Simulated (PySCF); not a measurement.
SMILES c1ccc2c(c1)Cc1ccccc1-2 at its GFN2-xTB optimised geometry (Å):

```
23

C     -3.3074    -0.6035     0.0000
C     -2.6043    -1.7989     0.0000
C     -1.2193    -1.8075     0.0000
C     -0.5481    -0.5953     0.0000
C     -1.2611     0.6137     0.0000
C     -2.6398     0.6137     0.0000
C     -0.3119     1.7770     0.0000
C      1.0299     1.1034     0.0000
C      2.2882     1.6670     0.0000
C      3.3951     0.8290    -0.0001
C      3.2421    -0.5494     0.0000
C      1.9815    -1.1234     0.0000
C      0.8735    -0.2914     0.0000
H     -4.3876    -0.6199     0.0000
H     -3.1453    -2.7342     0.0000
H     -0.6752    -2.7404     0.0000
H     -3.1936     1.5418     0.0000
H     -0.4471     2.4099     0.8808
H     -0.4471     2.4099    -0.8808
H      2.4143     2.7404     0.0000
H      4.3876     1.2556    -0.0001
H      4.1181    -1.1818    -0.0001
H      1.8664    -2.1972     0.0000
```

Calculation: CAM-B3LYP/def2-SVP (PySCF).

Map of the HOMO−1 amplitude (bohr^(-3/2)) on the plane z = 0.8 Å; orbital energy -8.17 eV, overall sign arbitrary:

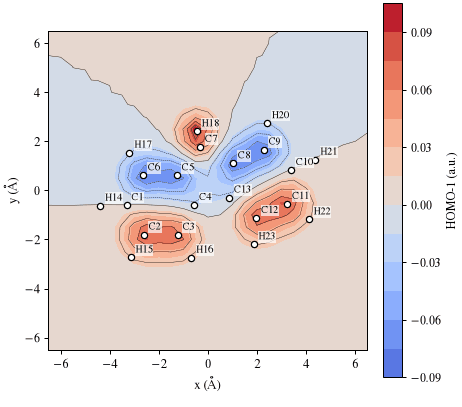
Figure. HOMO−1 amplitude (bohr^(-3/2)) on the plane z = 0.8 Å.
